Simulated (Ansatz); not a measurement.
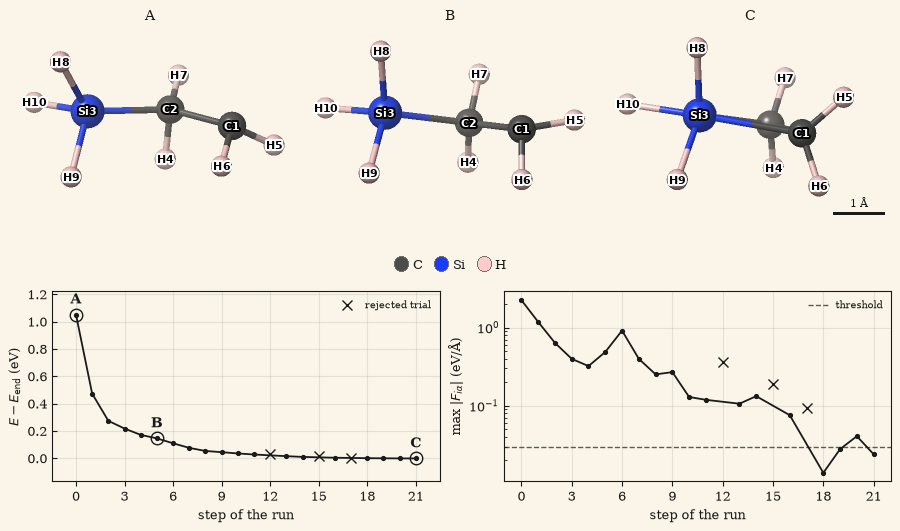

Frames of a relaxation of C2H7Si (charge −1), marked on the history of the run. A ball-and-stick model, seen from a free direction.

It is one of the separated reactants of a reaction.

Theory: RKS PBE-D4/def2-SVPD (Ansatz). Settings: force threshold 0.03 eV/Å; at most 250 steps.

Question: Describe the path.

Answer: The energy falls by 1.053 eV in 18 accepted moves (21 points after the start). The largest force component goes from 2.2 to 0.024 eV/Å. The line search rejected the trial steps at points 12, 15, 17 of the run. H5 moves most after the best rigid fit: 1.52 Å. Largest moves by element: H 1.52 Å, C 0.64 Å, Si 0.28 Å. Some distances before and after: C1–Si3 2.880 → 2.067 Å, Si3–H10 1.512 → 1.629 Å, C2–Si3 1.771 → 1.878 Å, C1–C2 1.505 → 1.570 Å. Among the angles between lasting bonds that change: C1–C2–Si3 122.9° → 73.0°, Si3–C2–H4 92.0° → 122.8°, C1–C2–H4 94.4° → 118.7°. From step 0 to 5: H atoms move most (0.61 Å), energy −0.906 eV. From step 5 to 21: H5 moves most (0.98 Å), energy −0.147 eV.

```
step  E − E(0), eV  largest force component, eV/Å      note
   0        0.0000                         2.2399          
   1       -0.5787                         1.1794          
   2       -0.7779                         0.6366          
   3       -0.8344                         0.3977          
   4       -0.8807                         0.3215          
   5       -0.9063                         0.4868          
   6       -0.9422                         0.9132          
   7       -0.9759                         0.3983          
   8       -0.9985                         0.2519          
   9       -1.0072                         0.2691          
  10       -1.0167                         0.1294          
  11       -1.0243                         0.1191          
  12       -1.0215                         0.3646  rejected
  13       -1.0366                         0.1062          
  14       -1.0419                         0.1326          
  15       -1.0382                         0.1899  rejected
  16       -1.0480                         0.0757          
  17       -1.0473                         0.0945  rejected
  18       -1.0512                         0.0139          
  19       -1.0522                         0.0279          
  20       -1.0528                         0.0408          
  21       -1.0532                         0.0240
```
